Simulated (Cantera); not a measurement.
Charge: 1 mol SiCl4, a varied amount of H2, equilibrated at 1250 K and 12.0 mbar.

Equilibrium computed with Cantera from the NASA thermochemical tables; the gas is ideal and each condensed phase is pure. Candidate condensed phases: Si; 19 gas species. The tables' values for SiCl3 are old estimates; treat these amounts as uncertain. Rates play no part.

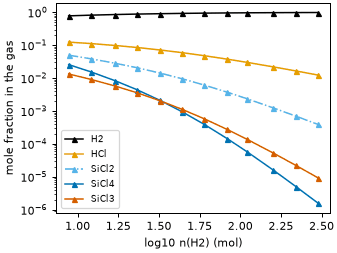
*Equilibrium gas composition (values under 1e-9 drawn at 1e-9)*

From 8.8 mol H2 to 300 mol H2 the condensed part is Si(s). The main Si-bearing gas is SiCl2 throughout. The share of Si in condensed phases is highest at 300 mol H2 (87.6 %) and lowest at 8.8 mol H2 (1.4 %).
